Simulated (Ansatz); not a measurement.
# Cl3HOTi (built from SMILES [OH][Ti]([Cl])([Cl])[Cl]): search for a transition state, part 2 of 2

Ansatz 0.2.0, Gaussian basis; PBE0-D4.

## (7) Relaxing after a step of 0.30 Å one way along the mode

Contents of downa/in.yaml:

```yaml
crystal:
  periodic: [false, false, false]
  atoms:
    - {symbol: Ti, position_ang: [0.207454, 0.423186, 0.339665]}
    - {symbol: Cl, position_ang: [-1.400556, -1.024022, -1.039490]}
    - {symbol: O, position_ang: [1.398987, -0.554043, -0.064302]}
    - {symbol: H, position_ang: [-0.223090, -1.518577, -1.116585]}
    - {symbol: Cl, position_ang: [0.384965, 2.431395, -0.600053]}
    - {symbol: Cl, position_ang: [-0.367860, 0.242161, 2.480665]}
basis:
  gaussian: {orbitals: def2-TZVP}
hamiltonian: {xc: pbe0, dispersion: d4}
relax: {f_tol: 0.005, max_steps: 200}
```

Run with:

```bash
$ ansatz run in.yaml --threads 8 --pin off --events-out ev --progress --plain --max-ram 19148MiB
```

Log:

```text
[... 10 set-up lines as earlier in the session ...]
1465 factors; their error is unknown
mean field evaluation 1: about -62724.7433 eV, gradient 7.2e1 eV
mean field evaluation 2: about -62536.5898 eV, gradient 3.2e2 eV
mean field evaluation 4: about -62732.4030 eV, gradient 2.6e1 eV
mean field evaluation 8: about -62733.7959 eV, gradient 1.2e-1 eV
mean field evaluation 16: about -62734.0362 eV, gradient 3.6e-4 eV
mean field -62734.03623479 eV, -2305.4333089714 hartree, gradient 2.6e-5 eV, S^2 0.000000; 0 other end points of the search recorded, 0 dependent functions left out
the calculation of the forces begins
reference -62734.03627003 eV, -2305.4333102666 hartree; 41, 41 occupied and 152, 152 virtual orbitals, 1465 factors
relax step   1: F+E_penalty+E_count = -62734.22323960 eV  Δ(F+E_penalty+E_count) = +0.000e0 eV  max|allowed force component| = 5.543e-1 eV/Å  Δτ_max = 0.0000 Å  (30 SCF iters, accepted)
these checks for a lower state are left out or cut short: starts, cluster_reference, orbital_swaps, neighbouring_geometries, increment
1465 factors; their error is unknown
mean field -62734.04450000 eV, -2305.4336127124 hartree, gradient 1.7e-5 eV, S^2 0.000000; 0 other end points of the search recorded, 0 dependent functions left out
the calculation of the forces begins
reference -62734.04453551 eV, -2305.4336140173 hartree; 41, 41 occupied and 152, 152 virtual orbitals, 1465 factors
relax step   2: F+E_penalty+E_count = -62734.23152859 eV  Δ(F+E_penalty+E_count) = -8.289e-3 eV  max|allowed force component| = 5.749e-1 eV/Å  Δτ_max = 0.1945 Å  (36 SCF iters, accepted)
these checks for a lower state are left out or cut short: starts, cluster_reference, orbital_swaps, neighbouring_geometries, increment
1465 factors; their error is unknown
mean field evaluation 32: about -62734.0667 eV, gradient 3.8e-4 eV
mean field -62734.06665010 eV, -2305.4344267134 hartree, gradient 2.1e-5 eV, S^2 0.000000; 0 other end points of the search recorded, 0 dependent functions left out
the calculation of the forces begins
reference -62734.06668577 eV, -2305.4344280243 hartree; 41, 41 occupied and 152, 152 virtual orbitals, 1465 factors
relax step   3: F+E_penalty+E_count = -62734.25345605 eV  Δ(F+E_penalty+E_count) = -2.193e-2 eV  max|allowed force component| = 3.789e-1 eV/Å  Δτ_max = 0.1036 Å  (40 SCF iters, accepted)
these checks for a lower state are left out or cut short: starts, cluster_reference, orbital_swaps, neighbouring_geometries, increment
1465 factors; their error is unknown
mean field -62734.07236506 eV, -2305.4346367344 hartree, gradient 2.2e-5 eV, S^2 0.000000; 0 other end points of the search recorded, 0 dependent functions left out
the calculation of the forces begins
reference -62734.07240083 eV, -2305.4346380491 hartree; 41, 41 occupied and 152, 152 virtual orbitals, 1465 factors
relax step   4: F+E_penalty+E_count = -62734.25881269 eV  Δ(F+E_penalty+E_count) = -5.357e-3 eV  max|allowed force component| = 3.781e-1 eV/Å  Δτ_max = 0.0652 Å  (33 SCF iters, accepted)
these checks for a lower state are left out or cut short: starts, cluster_reference, orbital_swaps, neighbouring_geometries, increment
1465 factors; their error is unknown
mean field -62734.07648660 eV, -2305.4347881981 hartree, gradient 2.1e-5 eV, S^2 0.000000; 0 other end points of the search recorded, 0 dependent functions left out
the calculation of the forces begins
reference -62734.07652244 eV, -2305.4347895153 hartree; 41, 41 occupied and 152, 152 virtual orbitals, 1465 factors
relax step   5: F+E_penalty+E_count = -62734.26269026 eV  Δ(F+E_penalty+E_count) = -3.878e-3 eV  max|allowed force component| = 2.186e-1 eV/Å  Δτ_max = 0.0516 Å  (33 SCF iters, accepted)
these checks for a lower state are left out or cut short: starts, cluster_reference, orbital_swaps, neighbouring_geometries, increment
1465 factors; their error is unknown
mean field -62734.07873227 eV, -2305.4348707250 hartree, gradient 1.2e-5 eV, S^2 0.000000; 0 other end points of the search recorded, 0 dependent functions left out
the calculation of the forces begins
reference -62734.07876816 eV, -2305.4348720440 hartree; 41, 41 occupied and 152, 152 virtual orbitals, 1465 factors
relax step   6: F+E_penalty+E_count = -62734.26511719 eV  Δ(F+E_penalty+E_count) = -2.427e-3 eV  max|allowed force component| = 5.380e-2 eV/Å  Δτ_max = 0.0264 Å  (33 SCF iters, accepted)
these checks for a lower state are left out or cut short: starts, cluster_reference, orbital_swaps, neighbouring_geometries, increment
1465 factors; their error is unknown
mean field -62734.07532475 eV, -2305.4347455012 hartree, gradient 2.5e-5 eV, S^2 0.000000; 0 other end points of the search recorded, 0 dependent functions left out
the calculation of the forces begins
reference -62734.07536062 eV, -2305.4347468191 hartree; 41, 41 occupied and 152, 152 virtual orbitals, 1465 factors
relax step   7: F+E_penalty+E_count = -62734.26160854 eV  Δ(F+E_penalty+E_count) = +3.509e-3 eV  max|allowed force component| = 1.472e-1 eV/Å  Δτ_max = 0.0436 Å  (34 SCF iters, rejected (line search))
these checks for a lower state are left out or cut short: starts, cluster_reference, orbital_swaps, neighbouring_geometries, increment
1465 factors; their error is unknown
mean field evaluation 64: about -62733.8402 eV, gradient 1.9e-2 eV
mean field -62734.08032130 eV, -2305.4349291210 hartree, gradient 1.4e-5 eV, S^2 0.000000; 0 other end points of the search recorded, 0 dependent functions left out
the calculation of the forces begins
reference -62734.08035722 eV, -2305.4349304408 hartree; 41, 41 occupied and 152, 152 virtual orbitals, 1465 factors
relax step   8: F+E_penalty+E_count = -62734.26701508 eV  Δ(F+E_penalty+E_count) = -1.898e-3 eV  max|allowed force component| = 2.408e-2 eV/Å  Δτ_max = 0.0208 Å  (33 SCF iters, accepted)
these checks for a lower state are left out or cut short: starts, cluster_reference, orbital_swaps, neighbouring_geometries, increment
1465 factors; their error is unknown
mean field -62734.08046964 eV, -2305.4349345721 hartree, gradient 1.9e-5 eV, S^2 0.000000; 0 other end points of the search recorded, 0 dependent functions left out
the calculation of the forces begins
reference -62734.08050557 eV, -2305.4349358928 hartree; 41, 41 occupied and 152, 152 virtual orbitals, 1465 factors
relax step   9: F+E_penalty+E_count = -62734.26753582 eV  Δ(F+E_penalty+E_count) = -5.207e-4 eV  max|allowed force component| = 2.499e-2 eV/Å  Δτ_max = 0.0191 Å  (33 SCF iters, accepted)
these checks for a lower state are left out or cut short: starts, cluster_reference, orbital_swaps, neighbouring_geometries, increment
1465 factors; their error is unknown
mean field -62734.08042512 eV, -2305.4349329360 hartree, gradient 2.5e-5 eV, S^2 0.000000; 0 other end points of the search recorded, 0 dependent functions left out
the calculation of the forces begins
reference -62734.08046105 eV, -2305.4349342566 hartree; 41, 41 occupied and 152, 152 virtual orbitals, 1465 factors
relax step  10: F+E_penalty+E_count = -62734.26755337 eV  Δ(F+E_penalty+E_count) = -1.754e-5 eV  max|allowed force component| = 8.723e-3 eV/Å  Δτ_max = 0.0043 Å  (27 SCF iters, accepted)
these checks for a lower state are left out or cut short: starts, cluster_reference, orbital_swaps, neighbouring_geometries, increment
1465 factors; their error is unknown
mean field -62734.08041241 eV, -2305.4349324692 hartree, gradient 1.1e-5 eV, S^2 0.000000; 0 other end points of the search recorded, 0 dependent functions left out
the calculation of the forces begins
reference -62734.08044835 eV, -2305.4349337897 hartree; 41, 41 occupied and 152, 152 virtual orbitals, 1465 factors
relax step  11: F+E_penalty+E_count = -62734.26755953 eV  Δ(F+E_penalty+E_count) = -6.159e-6 eV  max|allowed force component| = 2.138e-3 eV/Å  Δτ_max = 0.0016 Å  (28 SCF iters, accepted)
1465 factors; their error is unknown
mean field evaluation 96: about -62733.8261 eV, gradient 3.0e0 eV
mean field -62734.08041241 eV, -2305.4349324692 hartree, gradient 1.2e-5 eV, S^2 0.000000; 1 other end points of the search recorded, 0 dependent functions left out
the calculation of the forces begins
reference -62734.08044835 eV, -2305.4349337897 hartree; 41, 41 occupied and 152, 152 virtual orbitals, 1465 factors
Total energy: -62734.26759546 eV, -2305.4418113193 hartree
Atom 0 at     0.282472     0.447869     0.382125 Å, force     0.001683    -0.002138    -0.000825 eV/Å
Atom 1 at    -1.364040    -0.941288    -0.987498 Å, force    -0.000387    -0.001102    -0.000895 eV/Å
Atom 2 at     1.537603    -0.470172     0.035327 Å, force    -0.000458     0.000907     0.000395 eV/Å
Atom 3 at    -0.388640    -1.723664    -1.304491 Å, force    -0.000541     0.000759     0.000310 eV/Å
Atom 4 at     0.335596     2.434222    -0.612299 Å, force    -0.000001     0.001117    -0.000112 eV/Å
Atom 5 at    -0.403091     0.253132     2.486736 Å, force    -0.000296     0.000457     0.001128 eV/Å
Dipole moment:    -0.546542    -0.604019    -0.555094 e Å
```

It took 36 s on 8 threads of Arm Neoverse V1, shared host; peak memory 0.66 GiB.

The steps of the relaxation: (the energy doesn't fall at every step)

| step | energy from step 1 (eV) | largest force component (eV/Å) |
| --- | --- | --- |
| 1 | 0.0000 | 0.5543 |
| 2 | -0.0083 | 0.5749 |
| 3 | -0.0302 | 0.3789 |
| 4 | -0.0356 | 0.3781 |
| 5 | -0.0395 | 0.2186 |
| 6 | -0.0419 | 0.0538 |
| 7 | -0.0384 | 0.1472 |
| 8 | -0.0438 | 0.0241 |
| 9 | -0.0443 | 0.0250 |
| 10 | -0.0443 | 0.0087 |
| 11 | -0.0443 | 0.0021 |

Distances of close pairs at the start and the end, largest changes first:

| bond | before (Å) | after (Å) | change (Å) |
| --- | --- | --- | --- |
| Ti1–Cl2 | 2.566 | 2.553 | -0.013 |
| Cl2–H4 | 1.279 | 1.290 | +0.011 |
| Ti1–Cl6 | 2.224 | 2.222 | -0.002 |
| Ti1–Cl5 | 2.224 | 2.222 | -0.002 |
| Ti1–O3 | 1.593 | 1.593 | +0.000 |

## (8) Relaxing after a step of 0.30 Å the other way along the mode

Contents of downb/in.yaml:

```yaml
crystal:
  periodic: [false, false, false]
  atoms:
    - {symbol: Ti, position_ang: [0.044349, 0.357184, 0.269479]}
    - {symbol: Cl, position_ang: [-1.373056, -1.057728, -1.087734]}
    - {symbol: O, position_ang: [1.127203, -0.778115, -0.270651]}
    - {symbol: H, position_ang: [0.106393, -1.142798, -0.784575]}
    - {symbol: Cl, position_ang: [0.396017, 2.352725, -0.557704]}
    - {symbol: Cl, position_ang: [-0.301007, 0.268833, 2.431085]}
basis:
  gaussian: {orbitals: def2-TZVP}
hamiltonian: {xc: pbe0, dispersion: d4}
relax: {f_tol: 0.005, max_steps: 200}
```

Run with:

```bash
$ ansatz run in.yaml --threads 8 --pin off --events-out ev --progress --plain --max-ram 19148MiB
```

Log:

```text
[... 10 set-up lines as earlier in the session ...]
1465 factors; their error is unknown
mean field evaluation 1: about -62726.3791 eV, gradient 6.6e1 eV
mean field evaluation 2: about -62545.8470 eV, gradient 3.3e2 eV
mean field evaluation 4: about -62731.9657 eV, gradient 3.1e1 eV
mean field evaluation 8: about -62733.8850 eV, gradient 1.1e-1 eV
mean field evaluation 16: about -62734.1249 eV, gradient 2.6e-4 eV
mean field -62734.12485297 eV, -2305.4365656297 hartree, gradient 4.4e-5 eV, S^2 0.000000; 0 other end points of the search recorded, 0 dependent functions left out
the calculation of the forces begins
reference -62734.12488726 eV, -2305.4365668896 hartree; 41, 41 occupied and 152, 152 virtual orbitals, 1465 factors
relax step   1: F+E_penalty+E_count = -62734.31048338 eV  Δ(F+E_penalty+E_count) = +0.000e0 eV  max|allowed force component| = 1.634e0 eV/Å  Δτ_max = 0.0000 Å  (30 SCF iters, accepted)
these checks for a lower state are left out or cut short: starts, cluster_reference, orbital_swaps, neighbouring_geometries, increment
1465 factors; their error is unknown
mean field -62734.28620154 eV, -2305.4424950802 hartree, gradient 1.1e-5 eV, S^2 0.000000; 0 other end points of the search recorded, 0 dependent functions left out
the calculation of the forces begins
reference -62734.28623575 eV, -2305.4424963374 hartree; 41, 41 occupied and 152, 152 virtual orbitals, 1465 factors
relax step   2: F+E_penalty+E_count = -62734.47388454 eV  Δ(F+E_penalty+E_count) = -1.634e-1 eV  max|allowed force component| = 1.742e0 eV/Å  Δτ_max = 0.0721 Å  (35 SCF iters, accepted)
these checks for a lower state are left out or cut short: starts, cluster_reference, orbital_swaps, neighbouring_geometries, increment
1465 factors; their error is unknown
mean field evaluation 32: about -62734.6312 eV, gradient 1.8e-3 eV
mean field -62734.63122177 eV, -2305.4551743397 hartree, gradient 1.6e-5 eV, S^2 0.000000; 0 other end points of the search recorded, 0 dependent functions left out
the calculation of the forces begins
reference -62734.63125611 eV, -2305.4551756017 hartree; 41, 41 occupied and 152, 152 virtual orbitals, 1465 factors
relax step   3: F+E_penalty+E_count = -62734.82157909 eV  Δ(F+E_penalty+E_count) = -3.477e-1 eV  max|allowed force component| = 2.722e0 eV/Å  Δτ_max = 0.1810 Å  (40 SCF iters, accepted)
[... from here on, the SCF cycles and remarks between the steps are left out ...]
relax step   4: F+E_penalty+E_count = -62735.37368585 eV  Δ(F+E_penalty+E_count) = -5.521e-1 eV  max|allowed force component| = 2.537e0 eV/Å  Δτ_max = 0.1947 Å  (40 SCF iters, accepted)
relax step   5: F+E_penalty+E_count = -62735.40688256 eV  Δ(F+E_penalty+E_count) = -3.320e-2 eV  max|allowed force component| = 4.396e0 eV/Å  Δτ_max = 0.1932 Å  (41 SCF iters, accepted)
relax step   6: F+E_penalty+E_count = -62735.78325492 eV  Δ(F+E_penalty+E_count) = -3.764e-1 eV  max|allowed force component| = 1.310e0 eV/Å  Δτ_max = 0.1971 Å  (40 SCF iters, accepted)
relax step   7: F+E_penalty+E_count = -62735.78405249 eV  Δ(F+E_penalty+E_count) = -7.976e-4 eV  max|allowed force component| = 2.130e0 eV/Å  Δτ_max = 0.1977 Å  (41 SCF iters, accepted)
relax step   8: F+E_penalty+E_count = -62735.93062916 eV  Δ(F+E_penalty+E_count) = -1.466e-1 eV  max|allowed force component| = 8.192e-1 eV/Å  Δτ_max = 0.2000 Å  (39 SCF iters, accepted)
relax step   9: F+E_penalty+E_count = -62735.89863526 eV  Δ(F+E_penalty+E_count) = +3.199e-2 eV  max|allowed force component| = 1.991e0 eV/Å  Δτ_max = 0.1559 Å  (39 SCF iters, rejected (line search))
relax step  10: F+E_penalty+E_count = -62735.97128689 eV  Δ(F+E_penalty+E_count) = -4.066e-2 eV  max|allowed force component| = 3.250e-1 eV/Å  Δτ_max = 0.0772 Å  (41 SCF iters, accepted)
relax step  11: F+E_penalty+E_count = -62735.98208718 eV  Δ(F+E_penalty+E_count) = -1.080e-2 eV  max|allowed force component| = 3.326e-1 eV/Å  Δτ_max = 0.1000 Å  (34 SCF iters, accepted)
relax step  12: F+E_penalty+E_count = -62735.98495700 eV  Δ(F+E_penalty+E_count) = -2.870e-3 eV  max|allowed force component| = 1.434e-1 eV/Å  Δτ_max = 0.1037 Å  (35 SCF iters, accepted)
relax step  13: F+E_penalty+E_count = -62735.98556472 eV  Δ(F+E_penalty+E_count) = -6.077e-4 eV  max|allowed force component| = 9.600e-3 eV/Å  Δτ_max = 0.0443 Å  (34 SCF iters, accepted)
relax step  14: F+E_penalty+E_count = -62735.98495415 eV  Δ(F+E_penalty+E_count) = +6.106e-4 eV  max|allowed force component| = 2.944e-1 eV/Å  Δτ_max = 0.0396 Å  (34 SCF iters, rejected (line search))
relax step  15: F+E_penalty+E_count = -62735.98570677 eV  Δ(F+E_penalty+E_count) = -1.421e-4 eV  max|allowed force component| = 1.644e-2 eV/Å  Δτ_max = 0.0198 Å  (34 SCF iters, accepted)
relax step  16: F+E_penalty+E_count = -62735.98375894 eV  Δ(F+E_penalty+E_count) = +1.948e-3 eV  max|allowed force component| = 4.467e-1 eV/Å  Δτ_max = 0.0733 Å  (34 SCF iters, rejected (line search))
relax step  17: F+E_penalty+E_count = -62735.98592420 eV  Δ(F+E_penalty+E_count) = -2.174e-4 eV  max|allowed force component| = 3.157e-3 eV/Å  Δτ_max = 0.0329 Å  (33 SCF iters, accepted)
relax step  18: F+E_penalty+E_count = -62735.98573234 eV  Δ(F+E_penalty+E_count) = +1.919e-4 eV  max|allowed force component| = 1.973e-1 eV/Å  Δτ_max = 0.0488 Å  (33 SCF iters, rejected (line search))
relax step  19: F+E_penalty+E_count = -62735.98602046 eV  Δ(F+E_penalty+E_count) = -9.626e-5 eV  max|allowed force component| = 5.206e-2 eV/Å  Δτ_max = 0.0239 Å  (34 SCF iters, accepted)
relax step  20: F+E_penalty+E_count = -62735.98589967 eV  Δ(F+E_penalty+E_count) = +1.208e-4 eV  max|allowed force component| = 8.563e-2 eV/Å  Δτ_max = 0.0241 Å  (34 SCF iters, rejected (line search))
relax step  21: F+E_penalty+E_count = -62735.98610632 eV  Δ(F+E_penalty+E_count) = -8.586e-5 eV  max|allowed force component| = 1.696e-2 eV/Å  Δτ_max = 0.0120 Å  (34 SCF iters, accepted)
relax step  22: F+E_penalty+E_count = -62735.98615425 eV  Δ(F+E_penalty+E_count) = -4.793e-5 eV  max|allowed force component| = 1.012e-2 eV/Å  Δτ_max = 0.0122 Å  (34 SCF iters, accepted)
relax step  23: F+E_penalty+E_count = -62735.98619439 eV  Δ(F+E_penalty+E_count) = -4.014e-5 eV  max|allowed force component| = 2.375e-2 eV/Å  Δτ_max = 0.0183 Å  (34 SCF iters, accepted)
relax step  24: F+E_penalty+E_count = -62735.98618864 eV  Δ(F+E_penalty+E_count) = +5.747e-6 eV  max|allowed force component| = 3.502e-2 eV/Å  Δτ_max = 0.0141 Å  (34 SCF iters, rejected (line search))
relax step  25: F+E_penalty+E_count = -62735.98621767 eV  Δ(F+E_penalty+E_count) = -2.328e-5 eV  max|allowed force component| = 3.875e-3 eV/Å  Δτ_max = 0.0069 Å  (35 SCF iters, accepted)
relax step  26: F+E_penalty+E_count = -62735.98622224 eV  Δ(F+E_penalty+E_count) = -4.572e-6 eV  max|allowed force component| = 5.749e-3 eV/Å  Δτ_max = 0.0100 Å  (35 SCF iters, accepted)
relax step  27: F+E_penalty+E_count = -62735.98623288 eV  Δ(F+E_penalty+E_count) = -1.064e-5 eV  max|allowed force component| = 1.224e-2 eV/Å  Δτ_max = 0.0072 Å  (35 SCF iters, accepted)
relax step  28: F+E_penalty+E_count = -62735.98623455 eV  Δ(F+E_penalty+E_count) = -1.667e-6 eV  max|allowed force component| = 6.233e-3 eV/Å  Δτ_max = 0.0006 Å  (26 SCF iters, accepted)
these checks for a lower state are left out or cut short: starts, cluster_reference, orbital_swaps, neighbouring_geometries, increment
1465 factors; their error is unknown
mean field -62735.79404853 eV, -2305.4979074351 hartree, gradient 1.4e-5 eV, S^2 0.000000; 0 other end points of the search recorded, 0 dependent functions left out
the calculation of the forces begins
reference -62735.79408379 eV, -2305.4979087307 hartree; 41, 41 occupied and 152, 152 virtual orbitals, 1465 factors
relax step  29: F+E_penalty+E_count = -62735.98624195 eV  Δ(F+E_penalty+E_count) = -7.399e-6 eV  max|allowed force component| = 1.805e-3 eV/Å  Δτ_max = 0.0044 Å  (36 SCF iters, accepted)
1465 factors; their error is unknown
mean field evaluation 224: about -62735.7940 eV, gradient 3.5e-5 eV
mean field -62735.79404853 eV, -2305.4979074351 hartree, gradient 3.5e-5 eV, S^2 0.000000; 1 other end points of the search recorded, 0 dependent functions left out
the calculation of the forces begins
reference -62735.79408379 eV, -2305.4979087307 hartree; 41, 41 occupied and 152, 152 virtual orbitals, 1465 factors
Total energy: -62735.98627720 eV, -2305.5049717084 hartree
Atom 0 at    -0.206067     0.296064     0.077173 Å, force    -0.000225    -0.000318    -0.000051 eV/Å
Atom 1 at    -2.117785    -0.306061    -0.777535 Å, force     0.000726     0.000279     0.000480 eV/Å
Atom 2 at     1.038411    -0.790018    -0.484967 Å, force    -0.000204    -0.001662     0.000154 eV/Å
Atom 3 at     1.348261    -1.694872    -0.538683 Å, force    -0.000245     0.001805     0.000149 eV/Å
Atom 4 at     0.282081     2.333654    -0.523697 Å, force    -0.000043    -0.000052     0.000072 eV/Å
Atom 5 at    -0.345002     0.161334     2.247609 Å, force    -0.000009    -0.000052    -0.000803 eV/Å
Dipole moment:     0.270479    -0.459716    -0.092334 e Å
```

Run time: 85 s. Hardware: 8 threads of Arm Neoverse V1, shared host; peak memory 0.67 GiB.

Relaxation path: (the energy doesn't fall at every step)

| step | energy from step 1 (eV) | largest force component (eV/Å) |
| --- | --- | --- |
| 1 | 0.0000 | 1.6341 |
| 2 | -0.1634 | 1.7421 |
| 3 | -0.5111 | 2.7216 |
| 4 | -1.0632 | 2.5369 |
| 5 | -1.0964 | 4.3958 |
| 6 | -1.4728 | 1.3098 |
| 7 | -1.4736 | 2.1303 |
| 8 | -1.6201 | 0.8192 |
| 9 | -1.5882 | 1.9907 |
| 10 | -1.6608 | 0.3250 |
| 11 | -1.6716 | 0.3326 |
| 12 | -1.6745 | 0.1434 |
| 13 | -1.6751 | 0.0096 |
| 14 | -1.6745 | 0.2944 |
| 15 | -1.6752 | 0.0164 |
| 16 | -1.6733 | 0.4467 |
| 17 | -1.6754 | 0.0032 |
| 18 | -1.6752 | 0.1973 |
| 19 | -1.6755 | 0.0521 |
| 20 | -1.6754 | 0.0856 |
| 21 | -1.6756 | 0.0170 |
| 22 | -1.6757 | 0.0101 |
| 23 | -1.6757 | 0.0237 |
| 24 | -1.6757 | 0.0350 |
| 25 | -1.6757 | 0.0039 |
| 26 | -1.6757 | 0.0057 |
| 27 | -1.6758 | 0.0122 |
| 28 | -1.6758 | 0.0062 |
| 29 | -1.6758 | 0.0018 |

Close pairs (by a distance rule), those that changed most:

| bond | before (Å) | after (Å) | change (Å) |
| --- | --- | --- | --- |
| Cl2–H4 | 1.513 | 3.742 | +2.229 |
| Ti1–H4 | 1.834 | 2.600 | +0.765 |
| O3–H4 | 1.200 | 0.958 | -0.242 |
| Ti1–Cl2 | 2.419 | 2.179 | -0.240 |
| Ti1–O3 | 1.659 | 1.745 | +0.086 |
| Ti1–Cl6 | 2.191 | 2.179 | -0.012 |
| Ti1–Cl5 | 2.189 | 2.180 | -0.009 |

## (9) What the saddle joins

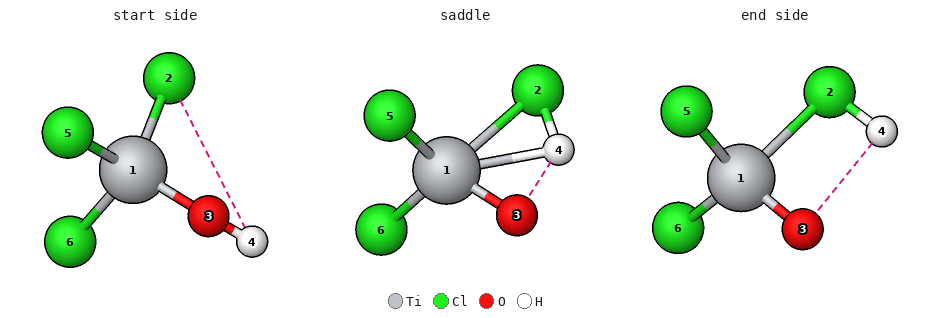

The minimum on the start side, the saddle and the minimum on the end side; broken lines mark the pairs that change.

| pair | start side (Å) | saddle (Å) | end side (Å) |
| --- | --- | --- | --- |
| Cl2–H4 | 3.742 | 1.364 | 1.290 |
| Ti1–Cl2 | 2.179 | 2.492 | 2.553 |
| O3–H4 | 0.958 | 1.674 | 2.660 |

## (10) Results

What follows sums up all 2 parts.

```
                       quantity                                          value
                 imaginary mode                                      301i cm⁻¹
    barrier from the start side                                       1.786 eV
      barrier from the end side                                       0.067 eV
             energy of the step                                      +1.719 eV
              pairs that change  Cl2–H4 formed, Ti1–Cl2 loosened, O3–H4 broken
zero-point energy at the saddle                                       0.367 eV
```

What this shows: The point has a single imaginary mode (301i cm⁻¹), as a transition state must. It joins the planned start and end. A bond meant to break is only loosened at the end: the products stay bound as an adduct. At PBE0-D4/def2-TZVP the electronic barrier is 1.786 eV, about 70 kT at 298 K, and the step runs 1.719 eV uphill. The ends are the nearest minima, not always the lowest complexes.
